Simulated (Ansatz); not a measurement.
Species, as SMILES: [F][Ge][F] (closed-shell singlet).
Geometry (B3LYP-D3(BJ)/def2-TZVP, fixed):
```xyz
3

Ge     0.0109    -0.0062     0.4176
F      0.6316     1.1604    -0.7423
F     -0.6702    -1.1385    -0.7424
```
Charge 0, spin multiplicity 1.

Basis-set convergence of the dipole moment at CCSD(T) with Ansatz (a program for electronic structure). Dipoles come from the density behind the forces; the sign is taken along the dipole that this method gives in the largest set. The reference of a correlated method is not its basis-set limit, which lies further on. All functions are spherical. Cores are frozen (with 3d on Ga to Br). No added dispersion term, no relativity. Reference: the value in aug-cc-pVQZ, 2.601 D, itself unsure by roughly 0.003 D (its distance from def2-QZVPPD). Deviations are taken from unrounded values. Cost is core time over that of 6-311G**, rough, on shared machines of one kind; a dash marks a row that isn't timed (too short, read off another run, short of memory, by another algorithm or on other hardware).

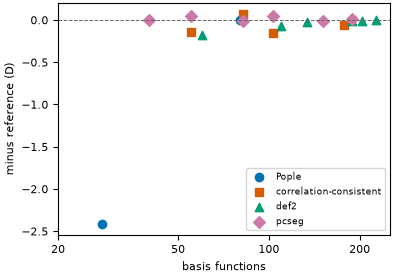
*Deviation from the reference against the number of basis functions, by family of sets.*

```json
[
 {"basis": "STO-3G", "functions": "28", "dipole moment (D)": "0.183", "minus reference (D)": "-2.418", "cost": "-"},
 {"basis": "pcseg-0", "functions": "40", "dipole moment (D)": "2.604", "minus reference (D)": "0.003", "cost": "-"},
 {"basis": "cc-pVDZ", "functions": "55", "dipole moment (D)": "2.456", "minus reference (D)": "-0.145", "cost": "-"},
 {"basis": "pcseg-1", "functions": "55", "dipole moment (D)": "2.647", "minus reference (D)": "0.046", "cost": "-"},
 {"basis": "def2-SVP", "functions": "60", "dipole moment (D)": "2.426", "minus reference (D)": "-0.175", "cost": "-"},
 {"basis": "6-311G**", "functions": "80", "dipole moment (D)": "2.604", "minus reference (D)": "0.003", "cost": "1×"},
 {"basis": "aug-cc-pVDZ", "functions": "82", "dipole moment (D)": "2.675", "minus reference (D)": "0.073", "cost": "1×"},
 {"basis": "aug-pcseg-1", "functions": "82", "dipole moment (D)": "2.595", "minus reference (D)": "-0.006", "cost": "1×"},
 {"basis": "cc-pVTZ", "functions": "103", "dipole moment (D)": "2.446", "minus reference (D)": "-0.155", "cost": "2×"},
 {"basis": "pcseg-2", "functions": "103", "dipole moment (D)": "2.654", "minus reference (D)": "0.052", "cost": "3×"},
 {"basis": "def2-TZVPP", "functions": "110", "dipole moment (D)": "2.533", "minus reference (D)": "-0.068", "cost": "4×"},
 {"basis": "def2-TZVPPD", "functions": "134", "dipole moment (D)": "2.583", "minus reference (D)": "-0.019", "cost": "7×"},
 {"basis": "aug-pcseg-2", "functions": "151", "dipole moment (D)": "2.586", "minus reference (D)": "-0.015", "cost": "10×"},
 {"basis": "cc-pVQZ", "functions": "178", "dipole moment (D)": "2.545", "minus reference (D)": "-0.056", "cost": "30×"},
 {"basis": "pcseg-3", "functions": "188", "dipole moment (D)": "2.619", "minus reference (D)": "0.017", "cost": "30×"},
 {"basis": "def2-QZVP", "functions": "189", "dipole moment (D)": "2.584", "minus reference (D)": "-0.017", "cost": "30×"},
 {"basis": "def2-QZVPP", "functions": "203", "dipole moment (D)": "2.591", "minus reference (D)": "-0.011", "cost": "50×"},
 {"basis": "def2-QZVPPD", "functions": "227", "dipole moment (D)": "2.599", "minus reference (D)": "-0.003", "cost": "60×"}
]
```
